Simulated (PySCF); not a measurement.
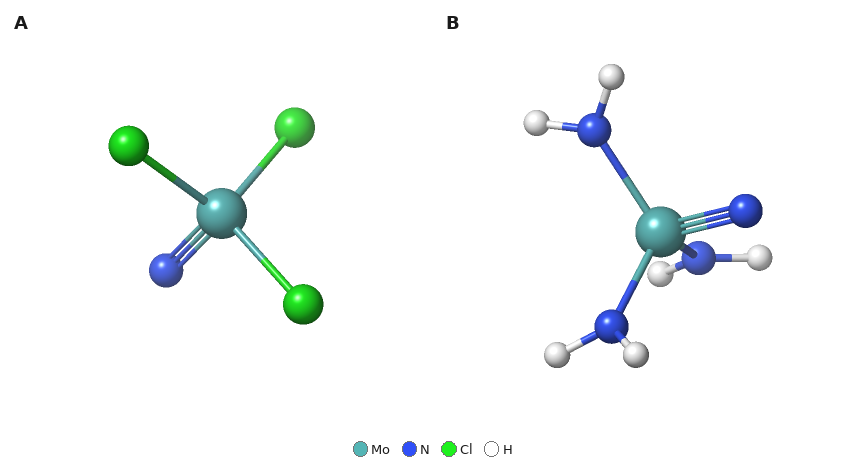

Two related species, optimised with PBE0-D3(BJ)/def2-SVP; properties computed with PySCF 2.14.0. Both: charge 0, singlet.

Question: Identify both.

Answer: A is MoNCl3, B is MoN(NH2)3.

Compare them. With PBE0/def2-SVPD, core potentials on Mo: dipole moment (D), HOMO–LUMO gap (eV), HOMO energy (Kohn–Sham orbital) (eV), lowest vertical singlet excitation (eV), mean static polarisability (bohr³). With PBE0-D3(BJ)/def2-SVP: mean Mo–N length (Å).

| quantity | A | B |
| --- | --- | --- |
| dipole moment (D) | 1.04 | 3.71 |
| HOMO–LUMO gap (eV) | 5.21 | 6.21 |
| HOMO energy (Kohn–Sham orbital) (eV) | −9.45 | −6.95 |
| lowest vertical singlet excitation (eV) | 3.50 | 4.99 |
| mean static polarisability (bohr³) | 87.2 | 74.5 |
| mean Mo–N length (Å) | 1.611 | 1.864 |

Each is one conformer, and no frequency run is at hand to confirm it as a minimum.
